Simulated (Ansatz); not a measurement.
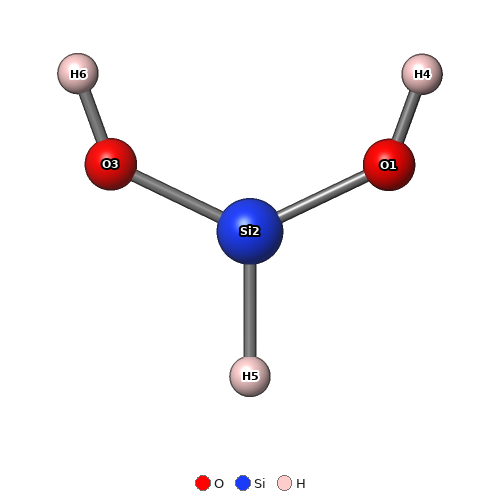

The system is H3O2Si, SMILES O[SiH+]O, charge +1; the picture shows the reference structure. Coordinates scanned: (1) dihedral H4–O1–Si2–O3; (2) dihedral O1–Si2–O3–H6. Nothing is relaxed (all other coordinates rigid). The scan uses an 18 × 18 grid; 112 points were computed and 212 follow by symmetry. All energies are given in kJ/mol relative to the lowest grid point. Method: Ansatz 0.2.0, RKS SPW92 (LDA)/def2-TZVP.

Its coordinates:

```yaml
atoms:
  - { symbol: O, position_ang: [-1.1240, -0.2393, -0.8272] }
  - { symbol: Si, position_ang: [0.1858, 0.3966, -0.2655] }
  - { symbol: O, position_ang: [1.0049, -0.0150, 0.9975] }
  - { symbol: H, position_ang: [-1.7095, -0.9769, -0.5676] }
  - { symbol: H, position_ang: [0.7187, 1.5340, -1.0270] }
  - { symbol: H, position_ang: [0.9240, -0.6995, 1.6898] }
```

Range: dihedral H4–O1–Si2–O3 from −180 to 160°; dihedral O1–Si2–O3–H6 from −180 to 160°.

Q: What landscape does the calculation give?

A: The lowest grid point is at dihedral H4–O1–Si2–O3 = 0°, dihedral O1–Si2–O3–H6 = 0°. Higher local minima lie near dihedral H4–O1–Si2–O3 = 0°, dihedral O1–Si2–O3–H6 = −180° (8.0 kJ/mol above the lowest at that grid point); dihedral H4–O1–Si2–O3 = −180°, dihedral O1–Si2–O3–H6 = −180° (27.0 kJ/mol above the lowest at that grid point). The highest grid point, dihedral H4–O1–Si2–O3 = −100°, dihedral O1–Si2–O3–H6 = 100°, lies 42.4 kJ/mol above the lowest. On the interpolated surface the easiest way out of the lowest well to the well at dihedral H4–O1–Si2–O3 = 0°, dihedral O1–Si2–O3–H6 = −180° passes a barrier of about 17 kJ/mol. Round the minimum the two coordinates are weakly coupled (coupling −0.06 in units of the two stiffnesses).

```csv
"dihedral O1–Si2–O3–H6 ↓, dihedral H4–O1–Si2–O3 →",−160,−120,−80,−40,0,40,80,120,160
160,29.5,34.2,29.9,16.6,9.2,16.0,27.8,31.0,27.9
120,34.2,41.4,38.0,23.6,15.5,22.2,33.3,34.8,31.0
80,29.9,38.0,36.5,23.5,15.4,21.9,32.8,33.3,27.8
40,16.6,23.6,23.5,12.9,5.9,11.7,21.9,22.2,16.0
0,9.2,15.5,15.4,5.9,0.0,5.9,15.4,15.5,9.2
−40,16.0,22.2,21.9,11.7,5.9,12.9,23.5,23.6,16.6
−80,27.8,33.3,32.8,21.9,15.4,23.5,36.5,38.0,29.9
−120,31.0,34.8,33.3,22.2,15.5,23.6,38.0,41.4,34.2
−160,27.9,31.0,27.8,16.0,9.2,16.6,29.9,34.2,29.5
```

The table holds every second grid line.

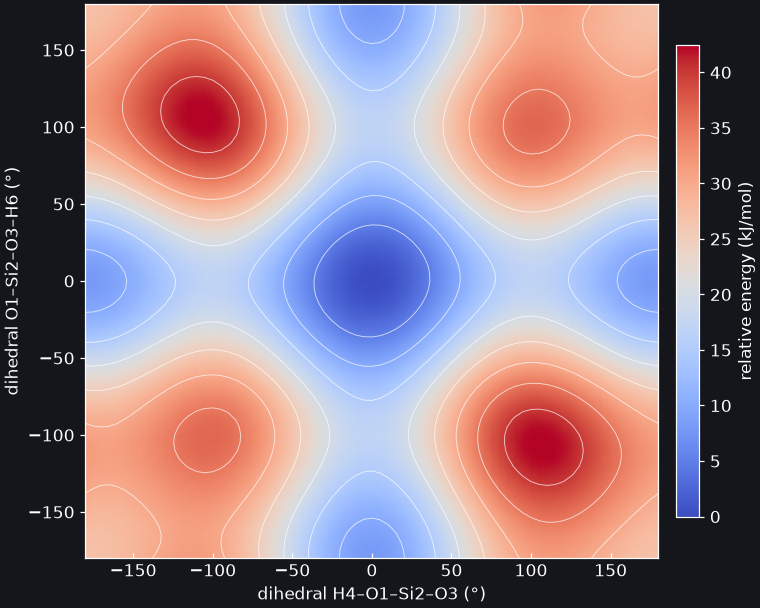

Drawn: a smooth colour map with a few white contour lines. Between grid points the surface is interpolated.

The whole map (112 points run) took 2.5 min on 1 thread of Arm Neoverse V2 (shared host).
